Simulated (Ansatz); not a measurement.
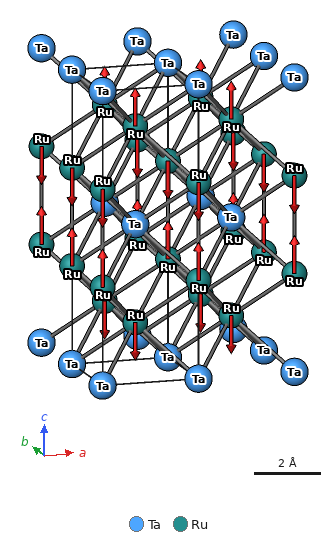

This is a relaxation of solid TaRu2 (a generated structure, set up in I4/mmm) (coarse preliminary run). The starting structure is drawn; red arrows show the displacements (the part carried along by the change of the cell is left out), magnified 10 times.

The picture is a ball-and-stick view of the conventional cell (2 times the calculation's cell), repeated 2 × 2 × 1 with one cell outlined, seen slightly off an axis. Lengths and directions refer to the drawn axes.

Theory: Ansatz, DFT PBE, scalar-relativistic, plane waves, PAW.

Input file:
```yaml
crystal:
  lattice:
    - [-1.53615707, 1.53615707, 4.6084712]
    - [1.53615707, -1.53615707, 4.6084712]
    - [1.53615707, 1.53615707, -4.6084712]
  atoms:
    - { symbol: Ta, position: [0.0, 0.0, 0.0] }
    - { symbol: Ru, position: [0.66666667, 0.66666667, 0.0] }
    - { symbol: Ru, position: [0.33333333, 0.33333333, 0.0] }
basis:
  ecutwfc: 420
kpoints:
  mp_grid: { grid: [8, 8, 8] }
hamiltonian:
  xc: pbe
scf:
  occupations: { method: gaussian, width: 0.1 }
  lower_state_search: "off"
output:
  forces: true
  stress: true
  eigenvalues: true
relax:
  adjacent_minimum: "off"
  f_tol: 0.04
  max_steps: 70
  cell: { stress_tol: 0.4 }
```

Command:
```bash
ansatz run input.yaml --threads 1 --pin off --max-ram 2560MiB --backend cpu --events-out ev --progress --plain --runs-dir out
```

Atoms of which element are displaced furthest, and by how much?

Answer. Ruthenium: up to 0.12 Å, against 0.00 Å for tantalum.

What did the optimiser do to the structure, and how much energy did it gain?

Answer. The largest moves relative to the cell, 0.12 Å, are those of Ru2 and Ru3. Ru2 goes along −c. Ta stays in place. The drawn cell changes as follows: a = b 3.072 → 3.131 Å (+1.9 %), c 9.217 → 9.583 Å (+4.0 %); the volume changes by +8.0 %. Some distances before and after: Ta1–Ru2 3.072 → 3.316 Å, Ru2–Ru3 2.661 → 2.879 Å, Ru2–Ru3 (another image) 3.072 → 2.951 Å, Ta1–Ta1 3.072 → 3.131 Å. The space group stays I4/mmm (No. 139). After 4 accepted moves (5 points after the start) the energy has fallen by 0.464 eV per cell of the calculation. Largest force component: 2.1 eV/Å at the start, 0.0005 eV/Å at the end. Pressure: 19.78 GPa at the start and 0.00 GPa at the end. At 1 point the geometry stayed and the basis and grid were re-selected for the new cell (energy shift of 1.7 meV per cell of the calculation at most each time). Cost: 23 s on 1 thread of Arm Neoverse V1, on a shared host, peak memory 0.36 GiB.
